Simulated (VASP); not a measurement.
Band structure of Tl (space group P6_3/mmc). Level of theory: PBE GGA, VASP's PBE PAW potentials (set 64) (plane waves; VASP 6.6.1).

Unless said otherwise, spin-orbit coupling is left out, though it shifts the bands of the heavy elements here.

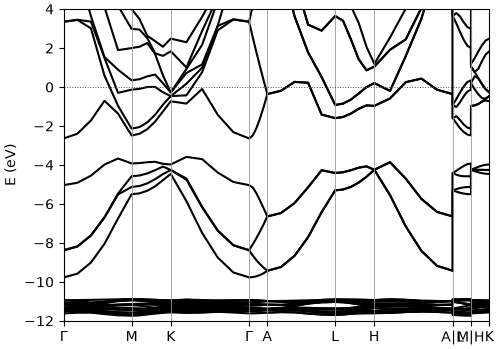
Figure: Bands along high-symmetry lines, zero at the valence-band maximum or, without a gap, the Fermi level

**Question.** Read the plot: is there a gap, and where are the band edges?

**Answer.** It has no gap at this level: it comes out as a metal or semimetal.

The structure comes from a computed database's Tl entry; how it stands against other phases isn't given here. The cell was not relaxed at this level.
